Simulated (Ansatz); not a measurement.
# AlSiP (singlet): correlated methods under varied settings

Aim: run AlSiP (singlet) at one geometry under a spread of methods and options, and see what each costs and gives.

Program: Ansatz 0.2.0, Gaussian basis. Level of theory: the settings change from run to run. These are calculated values, not measurements.

31 further runs of the same task are left out: 22 that didn't finish, 9 set aside as unsound or not needed.

### Step 1. The system

The geometry is a PBE0/def2-TZVP stationary point (not a proven minimum).

3 atoms, charge 0, spin multiplicity 1.

Atoms are counted from 1 here; the program's logs count them from 0.

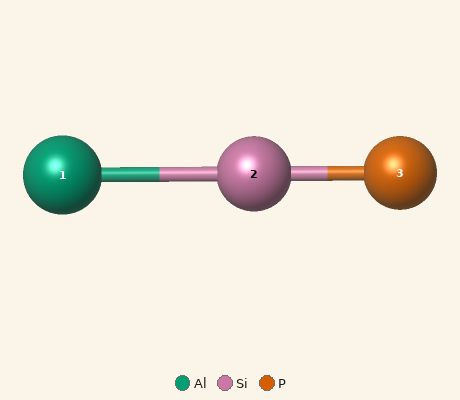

The structure; aluminium teal, silicon pink, phosphorus orange; atoms are numbered from 1 in the order of the file.

### Step 2. CISDTQ/STO-3G

File in.yaml:

```yaml
crystal:
  periodic: [false, false, false]
  atoms:
    - {symbol: Al, position_ang: [0.000000, 0.000000, 2.384233]}
    - {symbol: Si, position_ang: [0.000000, 0.000000, -0.204167]}
    - {symbol: P, position_ang: [0.000000, 0.000000, -2.180067]}
basis:
  gaussian: {orbitals: STO-3G}
correlation: {active_space: {ras: {orbitals: [6, 0, 6], electrons: 12, max_holes: 4, max_particles: 4}, fixed_orbitals: true}}
output: {forces: true}
```

Launch:

```console
> ansatz run in.yaml --threads 1 --pin off --events-out ev --progress --plain --max-ram 2393MiB
```

Output:

```text
Functional definition: HF
  name "HF"
  cite "Fock, Z. Phys. 61, 126 (1930) doi:10.1007/BF01340294"
  parent pbe
  exchange = exact_x
  correlation = 0
281 factors; integrals over basis functions are off by at most 3.3e-5 eV
mean field evaluation 1: about -23433.6294 eV, gradient 3.1e1 eV
mean field evaluation 2: about -23433.6403 eV, gradient 3.1e1 eV
mean field evaluation 4: about -23438.4702 eV, gradient 2.2e0 eV
mean field evaluation 8: about -23438.5191 eV, gradient 1.3e-2 eV
mean field evaluation 16: about -23429.2970 eV, gradient 1.1e-5 eV
mean field evaluation 32: about -23438.1353 eV, gradient 6.0e0 eV
mean field -23438.51912897 eV, -861.3496907908 hartree, gradient 8.8e-6 eV, S^2 0.000000; 5 other end points of the search recorded, 0 dependent functions left out
reference -23438.51912897 eV, -861.3496907908 hartree; 21, 21 occupied and 6, 6 virtual orbitals, 281 factors
state -23443.49719500 eV, -861.5326313431 hartree
the calculation of the forces begins
Total energy: -23443.49719500 eV, -861.5326313431 hartree
Atom 0 at     0.000000     0.000000     2.384233 Å, force    -0.000000    -0.000000    -1.957649 eV/Å
Atom 1 at     0.000000     0.000000    -0.204167 Å, force     0.000000    -0.000000     0.042053 eV/Å
Atom 2 at     0.000000     0.000000    -2.180067 Å, force    -0.000000     0.000000     1.915596 eV/Å
Dipole moment:    -0.000000     0.000000     1.318356 e Å
```

Wall time 9.1 s (1 thread of Intel Xeon at 2.50GHz, shared host).

From the report: 24,712 determinants.

### Step 3. HF/cc-pVDZ

File in.yaml:

```yaml
crystal:
  periodic: [false, false, false]
  atoms:
    - {symbol: Al, position_ang: [0.000000, 0.000000, 2.384233]}
    - {symbol: Si, position_ang: [0.000000, 0.000000, -0.204167]}
    - {symbol: P, position_ang: [0.000000, 0.000000, -2.180067]}
basis:
  gaussian: {orbitals: cc-pVDZ}
magnetization: {spin_polarized: true, initial_magnetization: 0}
hamiltonian: {xc: hf, pseudopotentials: {relativity: scalar}}
output: {forces: true, orbitals: {seedname: orbitals}}
```

The command is unchanged.

Output, shortened:

```text
Functional definition: HF
  name "HF"
  cite "Fock, Z. Phys. 61, 126 (1930) doi:10.1007/BF01340294"
  parent pbe
[...]
559 factors; integrals over basis functions are off by at most 8.7e-4 eV
[...]
mean field -23761.03199295 eV, -873.2018199350 hartree, gradient 8.6e-6 eV, S^2 0.998747; 7 other end points of the search recorded, 0 dependent functions left out
[...]
reference -23761.03199295 eV, -873.2018199350 hartree; 21, 21 occupied and 33, 33 virtual orbitals, 559 factors
Total energy: -23761.03199295 eV, -873.2018199350 hartree
Relativity: scalar
Atom 0 at     0.000000     0.000000     2.384233 Å, force    -0.000000     0.000000    -0.079238 eV/Å
Atom 1 at     0.000000     0.000000    -0.204167 Å, force    -0.000000    -0.000000     2.441121 eV/Å
Atom 2 at     0.000000     0.000000    -2.180067 Å, force     0.000000     0.000000    -2.361884 eV/Å
Dipole moment:    -0.000000    -0.000000     0.823069 e Å
```

It took 27 s on 1 thread of Intel Xeon at 2.50GHz, shared host.

From the report: ⟨S²⟩ of the determinant 0.999 (pure singlet: 0.00). The determinant is far from a pure spin state, so its energy mixes those of several spin states (harmless only where they are near-degenerate, as at dissociation).

### Step 4. CASSCF(6,6)/6-31G

File in.yaml:

```yaml
crystal:
  periodic: [false, false, false]
  atoms:
    - {symbol: Al, position_ang: [0.000000, 0.000000, 2.384233]}
    - {symbol: Si, position_ang: [0.000000, 0.000000, -0.204167]}
    - {symbol: P, position_ang: [0.000000, 0.000000, -2.180067]}
basis:
  gaussian: {orbitals: 6-31G}
correlation: {active_space: {window: {electrons: 6, orbitals: 6}, states: [{multiplicity: 1, weights: [0.5, 1, 0.5, 1]}, {multiplicity: 3, weights: [1]}]}}
```

The command is unchanged.

Output, shortened:

```text
Functional definition: HF
  name "HF"
  cite "Fock, Z. Phys. 61, 126 (1930) doi:10.1007/BF01340294"
  parent pbe
[...]
743 factors; integrals over basis functions are off by at most 8.5e-8 eV
[...]
mean field -23712.57656700 eV, -871.4211158755 hartree, gradient 2.0e-6 eV, S^2 0.000000; 10 other end points of the search recorded, 0 dependent functions left out
reference -23712.57656700 eV, -871.4211158755 hartree; 21, 21 occupied and 18, 18 virtual orbitals, 743 factors
state -23714.55381580 eV, -871.4937784289 hartree
state -23711.16569455 eV, -871.3692672695 hartree
state -23710.78179079 eV, -871.3551590662 hartree
state -23710.78179079 eV, -871.3551590662 hartree
state -23712.59430197 eV, -871.4217676237 hartree
[...]
an earlier search ended where averaged states of different weights were degenerate, so these states were given the mean of their weights and the orbitals were optimised with it
Total energy: -23711.80239765 eV, -871.3926656767 hartree
```

Wall time 68 s (1 thread of Intel Xeon at 2.50GHz, shared host).

From the report: 400 determinants; active occupations (of the averaged states) 1.97, 1.52, 1.52, 0.48, 0.48, 0.03.

### Step 5. All runs side by side

| level | correlated | functions | energy (eV) | time |
| --- | --- | --- | --- | --- |
| CISDTQ/STO-3G | outside noble gas | 27 | -23443.4972 | 9.1 s |
| HF/cc-pVDZ (relativity set) |  | 54 | -23761.0320 | 27 s |
| CASSCF(6,6)/6-31G (mean of several states) |  | 39 | -23711.8024 | 68 s |

### Step 6. Results

| quantity | value |
| --- | --- |
| runs | 3 |
| quickest | CISDTQ/STO-3G, 9.1 s |
| slowest | CASSCF(6,6)/6-31G (mean of several states), 68 s |

**Reading.** Total energies in different bases, with other cores or another treatment of relativity can't be set against each other. CASSCF(6,6)/6-31G (mean of several states) took 7 times as long as CISDTQ/STO-3G; the jobs differ in more than the method.
